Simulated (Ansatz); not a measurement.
# RbSbS3 (model cell, started as cubic perovskite with Sb in the octahedra): a soft mode frozen in, part 2 of 3

Wanted: the energy along a soft mode of RbSbS3 (model cell, started as cubic perovskite with Sb in the octahedra) and the structure at the end.

Ansatz 0.2.0; DFT PBEsol, scalar-relativistic, plane waves, PAW; PAW set soft_1.

So far, highest frequency on the path or at a solved wavevector (cm⁻¹): step 2 (the dispersion) 270. Also lowest frequency on the path (cm⁻¹): step 2 -126.

The structure was built from a prototype and need not be the compound's stable phase.

## (5) Energy along the mode, all amplitudes (two of the runs are shown above)

An imaginary frequency means negative curvature, so the energy should fall and then rise again as anharmonic terms take over.

Numbers from this step:

| Quantity | Value |
| --- | --- |
| depth at the lowest point sampled | 14.30 meV/atom |
| largest atomic shift at that point | 0.45 Å |

Energy from the parent against largest atomic shift:

| largest atomic shift (Å) | energy from the parent (meV/atom) |
| --- | --- |
| 0.000 | 0 |
| 0.040 | -0.325 |
| 0.080 | -1.22 |
| 0.140 | -3.19 |
| 0.220 | -6.19 |
| 0.320 | -10.0 |
| 0.450 | -14.3 |
| 0.600 | -10.9 |

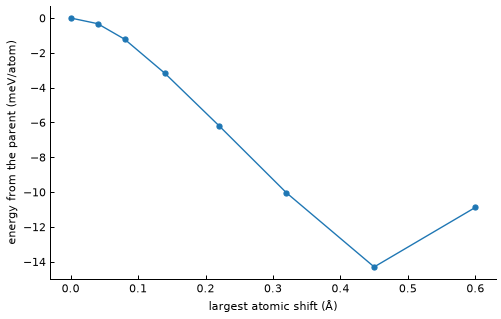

Energy from the parent against largest atomic shift.

Displacement at unit largest shift by atom:

| atom | x (Å) | y (Å) | z (Å) | size |
| --- | --- | --- | --- | --- |
| Rb1 | 0.00 | 0.00 | -0.06 | 0.06 |
| Rb2 | 0.00 | 0.00 | 0.06 | 0.06 |
| Sb3 | 0.00 | 0.12 | 0.00 | 0.12 |
| Sb4 | 0.00 | -0.12 | 0.00 | 0.12 |
| S5 | 0.00 | 0.00 | 0.00 | 0.00 |
| S6 | 0.00 | 0.00 | 0.00 | 0.00 |
| S7 | 0.00 | 0.00 | 0.00 | 0.00 |
| S8 | 0.00 | 0.00 | 0.00 | 0.00 |
| S9 | 0.00 | -1.00 | 0.00 | 1.00 |
| S10 | 0.00 | 1.00 | 0.00 | 1.00 |

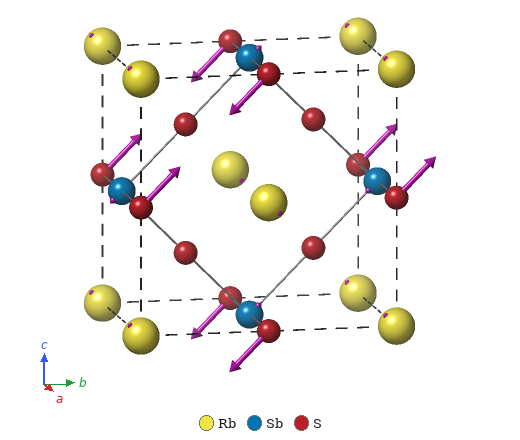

Displacement at unit largest shift as arrows, the longest 1 Å. Some periodic images of atoms are drawn too.

The lowest of the steps tried is at 0.45 Å, 14.3 meV/atom below the parent; the bottom of the well need not coincide with a step.

## (6) Relaxing from the distorted cell

Starting from the lowest point found, all atoms and the cell are let go, so that strain and other modes of the same symmetry can join in.

The input, input.yaml:

```yaml
crystal:
  lattice:
    - [-5.0714313962, 0.0, 0.0]
    - [0.0, -5.0714313962, -5.0714313962]
    - [0.0, -5.0714313962, 5.0714313962]
  atoms:
    - { symbol: Rb, position: [0.0, 0.5028387742, 0.4971612258] }
    - { symbol: Rb, position: [0.0, 0.9971612258, 1.0028387742] }
    - { symbol: Sb, position: [0.5, -0.0050957288, 0.4949042712] }
    - { symbol: Sb, position: [0.5, 0.5050957288, 0.0050957288] }
    - { symbol: S, position: [0.5, 0.75, 0.75] }
    - { symbol: S, position: [0.5, 0.25, 0.25] }
    - { symbol: S, position: [0.5, 0.75, 0.25] }
    - { symbol: S, position: [0.5, 0.25, 0.75] }
    - { symbol: S, position: [1.0, 0.0443661725, 0.5443661725] }
    - { symbol: S, position: [1.0, 0.4556338275, -0.0443661725] }
kpoints:
  mp_grid: { grid: [8, 6, 6] }
hamiltonian:
  xc: pbesol
  pseudopotentials: { kind: paw, azcp: { folder: soft_1 }, xc_functional: pbe }
scf:
  occupations: { method: methfessel_paxton, width: 0.2 }
output:
  forces: true
  stress: true
  eigenvalues: true
relax:
  adjacent_minimum: "off"
  f_tol: 0.002
  max_steps: 120
  cell: { stress_tol: 0.03 }
```

Command:

```
> ansatz run input.yaml --threads 8 --pin off --max-ram 16384MiB --backend cpu --events-out ev --progress --plain --runs-dir out
```

Numbers of over 12 decimals in the logs are rounded to 6 here.

The program printed:

```text
[...]
Crystal: 10 atoms, lattice volume = 260.869 Å³
Basis set: ecut = 420 eV, 5061 PW (Γ), exchange–correlation on 72×96×96 points (8 copies of the dense FFT grid, shifted against one another)
Bands: 52, of which v1, the nominal top of the filled ones, is band 42 counted from 1 (41 counted from 0)
Symmetry: 8 space group operations
[...]
k-points: 65 of 288
[...]
SCF iter   1: F=—  HF=-24565.912418 eV  |F-HF|=—  |Δ(HF+E_count)|=         —  Δρ=3.40e-2  dr2=8.09e0  ethr=3.10e-3  ⟨swp⟩=11.4  Hψ=17608  notcnv=0
[...]
SCF iter  11: F=-24562.786468 eV  HF=-24562.786468 eV  |F-HF|=2.06e-9  |Δ(HF+E_count)|=   5.24e-8  S|Δr|=    0.00e0  Δρ=1.82e-6  dr2=2.43e-8  ethr=1.19e-10  ⟨swp⟩=18.8  Hψ=20891  notcnv=0
SCF 1 converged in 11 iterations: F = -24562.786468 eV  dr2 = 2.43e-8
[...]
relax step   1: F+E_penalty+E_count = -24562.78646760 eV  Δ(F+E_penalty+E_count) = +0.000e0 eV  max|allowed force component| = 1.842e-1 eV/Å  Δτ_max = 0.0000 Å  P = -0.223 GPa  Ω = 260.869 Å³  (11 SCF iters, dr2 threshold 1.00e-7 eV, accepted)
Crystal: 10 atoms, lattice volume = 257.655 Å³
Basis set: ecut = 420 eV, 5057 PW (Γ), exchange–correlation on 72×96×96 points (8 copies of the dense FFT grid, shifted against one another)
[...]
SCF iter   8: F=-24562.898413 eV  HF=-24562.898413 eV  |F-HF|=1.95e-7  |Δ(HF+E_count)|=   4.05e-7  S|Δr|=    0.00e0  Δρ=7.04e-6  dr2=2.67e-7  ethr=1.19e-9  ⟨swp⟩=12.5  Hψ=18079  notcnv=0
SCF 2 converged in 8 iterations: F = -24562.898413 eV  dr2 = 2.67e-7
relax step   2: F+E_penalty+E_count = -24562.89841283 eV  Δ(F+E_penalty+E_count) = -1.119e-1 eV  max|allowed force component| = 9.400e-2 eV/Å  Δτ_max = 0.1226 Å  P = +0.096 GPa  Ω = 257.655 Å³  energy of the carried Pulay correction = +3.164e-4 eV  (8 SCF iters, dr2 threshold 1.00e-6 eV, accepted)
Crystal: 10 atoms, lattice volume = 257.001 Å³
Basis set: ecut = 420 eV, 5025 PW (Γ), exchange–correlation on 72×96×96 points (8 copies of the dense FFT grid, shifted against one another)
[...]
SCF iter   8: F=-24562.924900 eV  HF=-24562.924900 eV  |F-HF|=1.86e-7  |Δ(HF+E_count)|=   2.01e-7  S|Δr|=    0.00e0  Δρ=6.13e-6  dr2=2.32e-7  ethr=8.10e-10  ⟨swp⟩=13.2  Hψ=18395  notcnv=0
the search or the solves at the SCF's close seem to have found levels that the self-consistency loop had missed (the run counts 1). By its estimate they hold under 1e-12 electrons; where the run keeps them, the occupations were computed again with them
SCF 3 converged in 8 iterations: F = -24562.924900 eV  dr2 = 2.32e-7
relax step   3: F+E_penalty+E_count = -24562.92489966 eV  Δ(F+E_penalty+E_count) = -2.649e-2 eV  max|allowed force component| = 9.372e-2 eV/Å  Δτ_max = 0.1527 Å  P = -0.074 GPa  Ω = 257.001 Å³  energy of the carried Pulay correction = +3.813e-4 eV  (8 SCF iters, dr2 threshold 6.81e-7 eV, accepted)
[...]
relax step   4: F+E_penalty+E_count = -24562.92729444 eV  Δ(F+E_penalty+E_count) = -2.395e-3 eV  max|allowed force component| = 6.016e-2 eV/Å  Δτ_max = 0.0226 Å  P = +0.008 GPa  Ω = 256.738 Å³  energy of the carried Pulay correction = +4.074e-4 eV  (6 SCF iters, dr2 threshold 5.49e-7 eV, accepted)
[...]
relax step   5: F+E_penalty+E_count = -24562.92767080 eV  Δ(F+E_penalty+E_count) = -3.764e-4 eV  max|allowed force component| = 1.457e-3 eV/Å  Δτ_max = 0.0042 Å  P = +0.005 GPa  Ω = 256.675 Å³  energy of the carried Pulay correction = +4.136e-4 eV  (6 SCF iters, dr2 threshold 2.26e-7 eV, accepted)
Basis set: ecut = 420 eV, 5029 PW (Γ), exchange–correlation on 72×100×100 points (8 copies of the dense FFT grid, shifted against one another)
[...]
SCF iter   6: F=-24562.927422 eV  HF=-24562.927422 eV  |F-HF|=7.28e-12  |Δ(HF+E_count)|=  2.55e-11  S|Δr|=    0.00e0  Δρ=4.53e-8  dr2=1.23e-11  ethr=1.00e-12  ⟨swp⟩=10.0  Hψ=16717  notcnv=0
SCF 6 converged in 6 iterations: F = -24562.927422 eV  dr2 = 1.23e-11
relax step   6: F+E_penalty+E_count = -24562.92742191 eV  Δ(F+E_penalty+E_count) = +2.489e-4 eV  max|allowed force component| = 1.492e-3 eV/Å  Δτ_max = 0.0000 Å  P = +0.005 GPa  Ω = 256.675 Å³  stress off target by 8.51e-3 GPa  SCF on the basis re-selected at this cell (its energy is not comparable with the rows above)  (6 SCF iters)
basis re-selected at this cell: Δ(F+E_penalty+E_count) = +2.489e-4 eV, ΔP = -0.000 GPa vs the last step (what re-selecting the basis moved, of the pressure what is left beyond the Pulay correction that the steps carried, after the strain that the cell walked since its last selection, with what the two solves' SCF thresholds leave and, on support functions, any second-order correction that the steps lacked; it is no measure of the basis error at this ecutwfc). The dense FFT grid was sized anew with the basis: this SCF ran on 36×50×50 points, the steps before it on 36×48×48, so part of this shift can come from that change (see relax.cell in the input reference). [rest of the remark cut]
SCF converged after 6 iterations
[...]
Free energy (F): -24562.927422 eV
[...]
Internal energy: -24562.919425 eV  (E = F + TS)
E sigma→0 (E₀):  -24562.925423 eV
Entropy (-TS):   -0.007997 eV (-0.800 meV/atom)
Fermi energy:    5.689372 eV
[...]
--- Forces (eV/Å), atoms counted from 1 ---
  atom   1  Rb     0.00000000     0.00000000    -0.00010690
  atom   2  Rb     0.00000000     0.00000000     0.00010690
  atom   3  Sb     0.00000000    -0.00026881     0.00000000
  atom   4  Sb     0.00000000     0.00026881     0.00000000
  atom   5  S     -0.00000000     0.00000000     0.00000000
  atom   6  S     -0.00000000    -0.00000000     0.00000000
  atom   7  S      0.00000000     0.00000000     0.00000000
  atom   8  S      0.00000000     0.00000000     0.00000000
  atom   9  S      0.00000000    -0.00149163     0.00000000
  atom  10  S      0.00000000     0.00149163     0.00000000
  max |Σ_I F_I| component: 1.58e-30 eV/Å
--- Stress (GPa, compression-positive) ---
       -0.001310       0.000000       0.000000
        0.000000       0.007071       0.000000
        0.000000       0.000000       0.008515
  P = ⅓ Tr σ = 0.0048 GPa (0.048 kbar)
--- Band table (eV; the first three rows and the last of 65) ---
  k-point 0: bands = [... 38 lower, 4.9237, 5.0491, 5.2264, 5.5140, 5.9153, 6.8359, 7.6559, 7.8728, ... 6 higher]
  k-point 1: bands = [... 38 lower, 4.9401, 5.0302, 5.2146, 5.4483, 5.7812, 6.5769, 7.7694, 8.6873, ... 6 higher]
  k-point 2: bands = [... 38 lower, 4.9708, 5.0720, 5.2606, 5.2818, 5.5696, 6.0284, 8.7627, 9.7360, ... 6 higher]
  k-point 64: bands = [... 38 lower, 4.8607, 4.8713, 5.6628, 5.7973, 6.6941, 6.8834, 7.7510, 8.5802, ... 6 higher]
--- Relaxed structure (5 steps of the walk, 5 accepted, 1 SCFs on fresh bases) ---
  F+E_penalty+E_count = -24562.92742191 eV   max|allowed force component| = 1.492e-3 eV/Å   (the final SCF, on the basis selected at the relaxed cell)
  cell:  # Å, volume = 256.6752 Å³
    - [-4.843131, 0.0, 0.0]
    - [0.0, -5.144397, -5.151019]
    - [0.0, -5.144397, 5.151019]
  atoms:
    - { symbol: Rb, position: [0, 0.516808, 0.483192] }
    - { symbol: Rb, position: [0, 0.983192, 1.016808] }
    - { symbol: Sb, position: [0.5, -0.00371013, 0.496290] }
    - { symbol: Sb, position: [0.5, 0.503710, 0.00371013] }
    - { symbol: S, position: [0.5, 0.75, 0.75] }
    - { symbol: S, position: [0.5, 0.25, 0.25] }
    - { symbol: S, position: [0.5, 0.75, 0.25] }
    - { symbol: S, position: [0.5, 0.25, 0.75] }
    - { symbol: S, position: [1.0, 0.071375, 0.571375] }
    - { symbol: S, position: [1.0, 0.428625, -0.071375] }
```

The job ended after 36 s (8 threads of Arm Neoverse V2, shared host; peak memory 1.3 GiB; 4.6 min of CPU time).

The steps of the relaxation:

| step | energy less that of the first step (eV) | largest force component (eV/Å) | pressure (GPa) | volume (Å³) |
| --- | --- | --- | --- | --- |
| 1 | 0.0000 | 0.1842 | -0.22 | 260.87 |
| 2 | -0.1119 | 0.0940 | 0.10 | 257.65 |
| 3 | -0.1384 | 0.0937 | -0.07 | 257.00 |
| 4 | -0.1408 | 0.0602 | 0.01 | 256.74 |
| 5 | -0.1412 | 0.0015 | 0.00 | 256.68 |
| 6* | -0.1410 | 0.0015 | 0.00 | 256.68 |

Relaxation steps marked * repeat the geometry before them on a plane-wave basis chosen anew for their cell, so energy and pressure can jump there.

The run keeps the 8 symmetry operations that it works with, so distortions that break them were not tested.

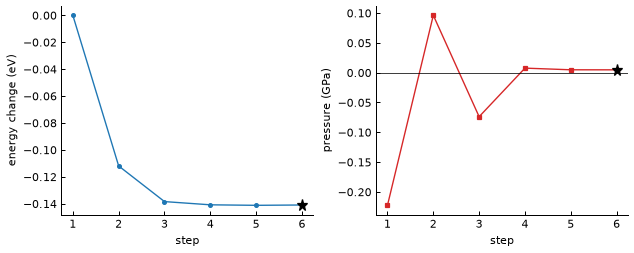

Energy and pressure along the relaxation. Stars mark steps on a basis chosen anew.

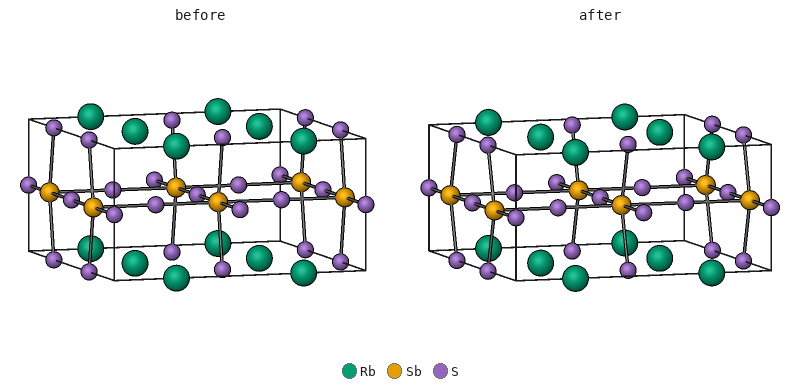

Before and after, at one scale.

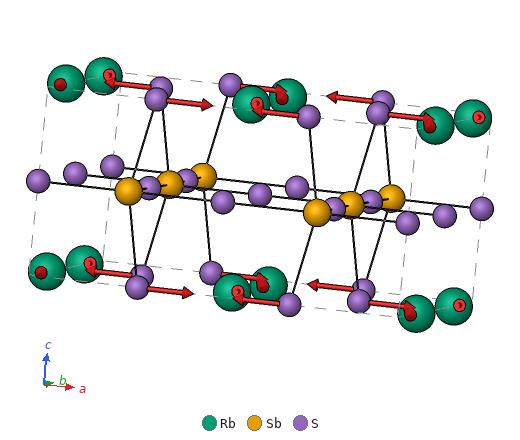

Displacements in the relaxation, exaggerated, measured against the changing cell; the longest in the cell stands for 0.28 Å. Some periodic images of atoms are drawn too.

| conventional cell, symmetrised | before | after | change |
| --- | --- | --- | --- |
| a (Å) | 10.143 | 10.289 | +1.4 % |
| b (Å) | 10.143 | 10.302 | +1.6 % |
| c (Å) | 5.071 | 4.843 | -4.5 % |
| volume (Å³/atom) | 26.09 | 25.67 | -1.6 % |

The atoms that moved most (Å, as changes of fractional coordinates times the final cell):

| atom | dx | dy | dz | length |
| --- | --- | --- | --- | --- |
| S9 | 0.000 | -0.278 | 0.000 | 0.278 |
| S10 | 0.000 | 0.278 | 0.000 | 0.278 |
| Rb1 | 0.000 | 0.000 | -0.144 | 0.144 |
| Rb2 | 0.000 | 0.000 | 0.144 | 0.144 |
| Sb3 | 0.000 | -0.014 | 0.000 | 0.014 |
| Sb4 | 0.000 | 0.014 | 0.000 | 0.014 |

This step gave:

```yaml
pressure: 0.004759 GPa
volume_per_atom: 25.67 Å³
```

The distorted start has space group Cmmm; the relaxation ends in Cmmm.

## (7) The new phase in its own primitive cell

The relaxed structure is symmetrised, reduced to its primitive cell and relaxed tightly, as its phonons need.

input.yaml, the sections that differ from step 6:

```yaml
crystal:
  lattice:
    - [5.1443972317, -5.1510189964, 0.0]
    - [5.1443972317, 5.1510189964, 0.0]
    - [0.0, 0.0, 4.8431312101]
  atoms:
    - { symbol: Rb, position: [0.2331915857, 0.7668084143, 0.0] }
    - { symbol: Rb, position: [0.7668084143, 0.2331915857, 0.0] }
    - { symbol: Sb, position: [0.2462898736, 0.2462898736, 0.5] }
    - { symbol: Sb, position: [0.7537101264, 0.7537101264, 0.5] }
    - { symbol: S, position: [0.5, 0.0, 0.5] }
    - { symbol: S, position: [0.0, 0.5, 0.5] }
    - { symbol: S, position: [0.0, 0.0, 0.5] }
    - { symbol: S, position: [0.5, 0.5, 0.5] }
    - { symbol: S, position: [0.3213751637, 0.3213751637, 0.0] }
    - { symbol: S, position: [0.6786248363, 0.6786248363, 0.0] }
kpoints:
  mp_grid: { grid: [6, 6, 8] }
relax:
  adjacent_minimum: "off"
  f_tol: 0.001
  max_steps: 60
  cell: { stress_tol: 0.01 }
# hamiltonian, scf, output: as in step 6
```

The program printed:

```text
[...]
Crystal: 10 atoms, lattice volume = 256.675 Å³
Basis set: ecut = 420 eV, 5029 PW (Γ), exchange–correlation on 100×100×72 points (8 copies of the dense FFT grid, shifted against one another)
Bands: 52, of which v1, the nominal top of the filled ones, is band 42 counted from 1 (41 counted from 0)
Symmetry: 8 space group operations
[...]
k-points: 65 of 288
[...]
- { symbol: Rb, position: [0.766865, 0.233135, 0.0] }
    - { symbol: Sb, position: [0.246290, 0.246290, 0.5] }
    - { symbol: Sb, position: [0.753710, 0.753710, 0.5] }
    - { symbol: S, position: [0.5, 2.7755575615628914e-17, 0.5] }
    - { symbol: S, position: [2.7755575615628914e-17, 0.5, 0.5] }
    - { symbol: S, position: [0, 0, 0.5] }
    - { symbol: S, position: [0.5, 0.5, 0.5] }
    - { symbol: S, position: [0.321641, 0.321641, 0.0] }
    - { symbol: S, position: [0.678359, 0.678359, 0.0] }
[key lines of the parts left out:]
SCF converged after 6 iterations
Free energy (F): -24562.927429 eV
Fermi energy:    5.690332 eV
P = ⅓ Tr σ = -0.0002 GPa (-0.002 kbar)
```

The job ended after 26 s (8 threads; peak memory 1.3 GiB).

Little changed from the start: no atom moved by 0.005 Å and no cell edge by 0.1 %.

Numbers from this step:

| Quantity | Value |
| --- | --- |
| pressure | -2.23e-4 GPa |

The largest force component left is 0.33 meV/Å and the pressure is 0.000 GPa, within the tolerances set. The cell now holds 25.67 Å³/atom.

(Continued in part 3 of 3.)

[Logs are printed without paths, hosts, clocks, repeated set-up lines and the standing remarks that a program may print on its own settings, such as how far it seeks lower states.]

[Hosts, paths, dates, database ids (printed as entryN), source tags and the programs' standing remarks are cut or masked in the printed files.]
